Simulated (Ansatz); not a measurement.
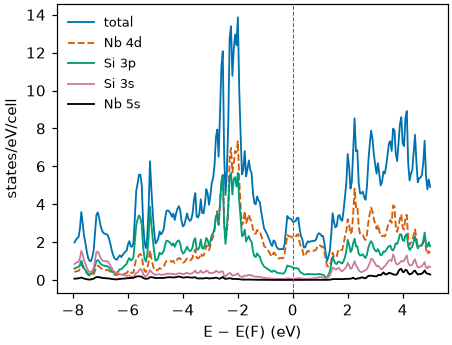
Total and projected density of states of NbSi2 in space group P6_422 (No. 181; Nb on 3c, Si on 6i), r²SCAN in the plane-wave PAW code Ansatz

Task: Which orbitals carry the states next to the Fermi level?

Result: Within 0.5 eV of the Fermi level: Nb 4d 72 %, Si 3p 20 %. Projections are on Löwdin-orthogonalised atomic valence shells; empty p or d shells of many metals are not among them.

Task: Where is the tallest occupied peak in this window, and what makes it?

Result: Near -2.0 eV, about 14 states/eV per cell; the largest projected share is Nb 4d.

The workflow started from a Materials Project entry (that database holds measured and hypothetical structures alike); the Crystallography Open Database files this formula in space group No. 181, but the cells were not matched. Whether it is the stable phase at ambient conditions was not checked. The cell was relaxed with r²SCAN under the symmetry of its start; its stability against distortions is not shown here. The run is not spin-polarised. Spin–orbit coupling is left out wherever it is not named.

Potentials: the later of the program's two PAW sets.
